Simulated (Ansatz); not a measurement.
## Electronic structure of F2H4MoO4 in real space

Input file:

```
crystal:
  periodic: [false, false, false]
  atoms:
    - {symbol: F, position_ang: [-1.310686, 1.133039, -0.713696]}
    - {symbol: F, position_ang: [0.051716, 1.054684, 1.262197]}
    - {symbol: Mo, position_ang: [0.498985, -0.544680, 0.145193]}
    - {symbol: O, position_ang: [-1.003380, -1.120911, 1.092788]}
    - {symbol: O, position_ang: [1.572166, 0.786214, -0.606056]}
    - {symbol: O, position_ang: [0.090257, -1.401257, -1.436891]}
    - {symbol: O, position_ang: [1.654966, -1.509653, 0.814744]}
    - {symbol: H, position_ang: [-1.503282, -0.529290, 1.668226]}
    - {symbol: H, position_ang: [1.518362, 1.706937, -0.322442]}
    - {symbol: H, position_ang: [-0.576900, -1.027668, -2.030298]}
    - {symbol: H, position_ang: [-0.992214, 1.452595, 0.126247]}
basis:
  gaussian: {orbitals: def2-SVPD}
magnetization: {spin_polarized: false, initial_magnetization: 0}
hamiltonian: {xc: {name: PBE0}}
output: {forces: true, orbitals: {seedname: orbitals}}
```

Command:

```sh
ansatz run input.yaml --threads 2 --pin off --max-ram 6090MiB --events-out events.jsonl --progress --plain --runs-dir runs
```

Geometry: PBE0-D4/def2-SVP; core potentials replace the inner electrons of Mo.

These are results of isolated molecule in a Gaussian basis; Kohn-Sham density functional theory, functional PBE0 in Ansatz, not measurements.

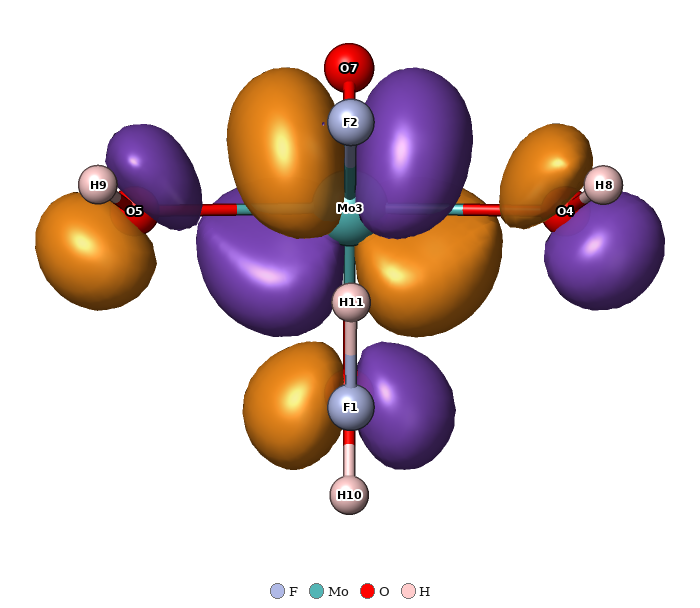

Figure 1. One frontier orbital at ±0.15 Å⁻³ᐟ² (orange and purple are the two phases), seen from one side.

### Which orbital is it: HOMO or LUMO?

The LUMO, at −3.41 eV. It lies mainly on Mo3 (about 60 %), O6 (about 10 %), O5 (about 10 %) and O4 (about 10 %).

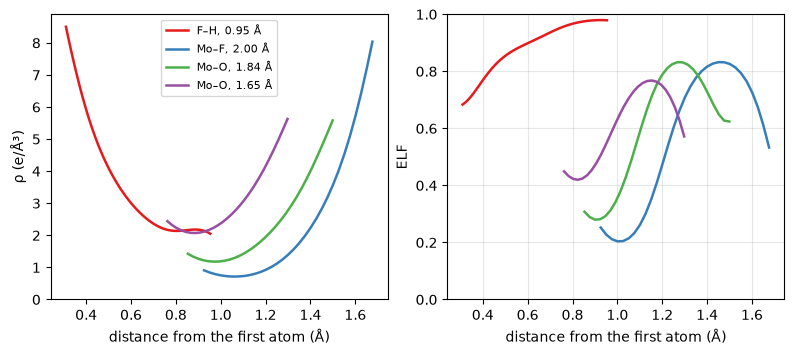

Figure 2. Electron density and electron localisation function along straight lines between neighbouring atoms. The curves leave out the atomic cores.

### Compare the contacts.

F–H (0.95 Å): ρ is about 4.4 e/Å³ halfway; the ELF climbs to about 1 towards the hydrogen, as it does in any bond to H (a covalent bond by its length).
Mo–F (2.00 Å): the density is about 0.75 e/Å³ at the midpoint; the ELF peaks at about 0.85 in the valence shell of F, 0.6 Å from its nucleus, and drops to about 0.20 between the two atoms.
Mo–O (1.84 Å): ρ at the midpoint is about 1.2 e/Å³; the ELF peaks at about 0.85 in the valence shell of O, 0.6 Å from its nucleus, and drops to about 0.30 between the two atoms.
Mo–O (1.65 Å): ρ at the midpoint is about 2.2 e/Å³; the ELF peaks at about 0.75 in the valence shell of O, 0.5 Å from its nucleus, and drops to about 0.40 between the two atoms.

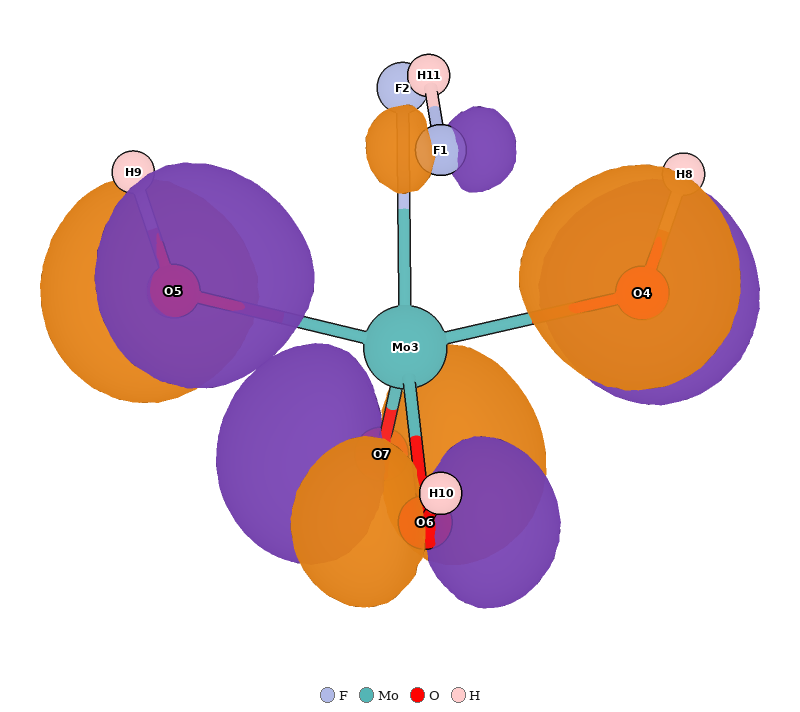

Figure 3. The HOMO at ±0.1 Å⁻³ᐟ² (orange and purple are the two phases), seen across its widest extent.

### What is the character of this orbital?

By Hirshfeld shares it lies mainly on O7 (about 30 %), O4 (about 25 %), O5 (about 25 %) and O6 (about 10 %); largely a combination of lone pairs on O7, O4, O5 and O6. Its energy is −9.61 eV.
